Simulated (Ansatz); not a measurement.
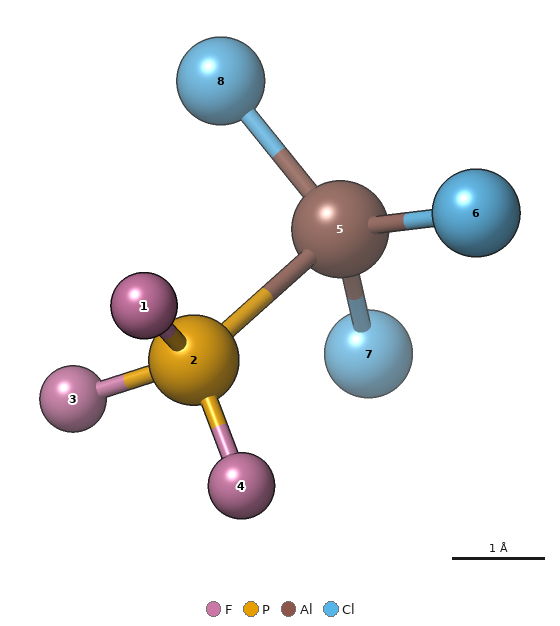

Figure 1. The input geometry (ball-and-stick view, seen at a tilt; atoms are numbered from 1 in the order of the input). Sticks mark near contacts. Bond lengths as drawn: Al–Cl 2.09 Å, Al–P 2.52 Å and F–P 1.54 Å.

**Run report: AlPCl₃F₃, single-point calculation**

System: AlPCl₃F₃.
Method: RKS BHLYP-D4/def2-TZVPP (Ansatz 0.2.0).

The geometry comes from this level: PBE0-D4/def2-TZVP.

The program's output
```
Functional definition: BHLYP
  name "BHLYP"
  cite "Becke, J. Chem. Phys. 98, 1372 (1993) doi:10.1063/1.464304"
  cite "Becke, Phys. Rev. A 38, 3098 (1988) doi:10.1103/PhysRevA.38.3098"
  cite "Lee, Yang & Parr, Phys. Rev. B 37, 785 (1988) doi:10.1103/PhysRevB.37.785"
  parameter a = 0.5
  exchange = (1 - a)*b88_x + a*exact_x
  correlation = lyp_c
2174 factors; their error is unknown
mean field evaluation 1: about -61611.9826 eV, gradient 4.9e1 eV
mean field evaluation 2: about -61611.4328 eV, gradient 5.6e1 eV
mean field evaluation 4: about -61615.7698 eV, gradient 1.2e0 eV
mean field evaluation 8: about -61616.1016 eV, gradient 3.0e-1 eV
mean field -61616.10163269 eV, -2264.3499701077 hartree, gradient 6.1e-5 eV, S^2 0.000000; 0 other end points of the search recorded, 0 dependent functions left out
reference -61616.10183118 eV, -2264.3499774021 hartree; 53, 53 occupied and 250, 250 virtual orbitals, 2174 factors
Total energy: -61616.59869827 eV, -2264.3682369308 hartree
```

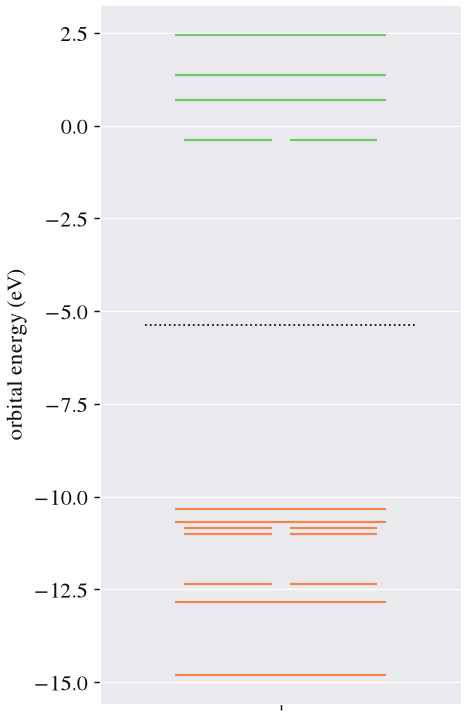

Figure 2. Orbital energies near the frontier; the dotted line parts filled from empty levels, and levels within 0.02 eV of each other stand side by side. Highest filled −10.34 eV, lowest empty −0.38 eV, 9.96 eV apart.

The run was set up as follows.

Input file
```yaml
crystal:
  periodic: [false, false, false]
  atoms:
    - {symbol: F, position_ang: [1.038974, -1.138668, 1.650254]}
    - {symbol: P, position_ang: [0.838402, -0.668428, 0.195844]}
    - {symbol: F, position_ang: [0.852945, -2.019248, -0.547019]}
    - {symbol: F, position_ang: [2.250547, -0.144965, -0.133653]}
    - {symbol: Al, position_ang: [-1.098115, 0.875584, -0.257144]}
    - {symbol: Cl, position_ang: [-0.491143, 2.424660, 1.015404]}
    - {symbol: Cl, position_ang: [-0.779640, 1.089118, -2.316293]}
    - {symbol: Cl, position_ang: [-2.611960, -0.418052, 0.392597]}
basis:
  gaussian: {orbitals: def2-TZVPP}
hamiltonian: {xc: {name: BHLYP}, dispersion: d4}
output: {orbitals: {seedname: orbitals}}
```

Launch command:
```bash
ansatz run in.yaml --threads 4 --pin off --events-out ev --progress --plain --max-ram 11315MiB
```

Results in brief

| quantity | value |
| --- | --- |
| outcome | converged |
| total energy | −61616.5987 eV |
| mean-field energy | −61616.1018 eV |
| dispersion energy | −0.4969 eV |
| SCF solution under orbital rotations | stable |
| HOMO | −10.34 eV |
| LUMO | −0.38 eV |
| hardware | 4 threads of Intel Xeon @ 2.50GHz, 180 GiB of memory available, shared host |
| wall time | 17 s (CPU time 59 s) |
| peak memory | 1.6 GiB |
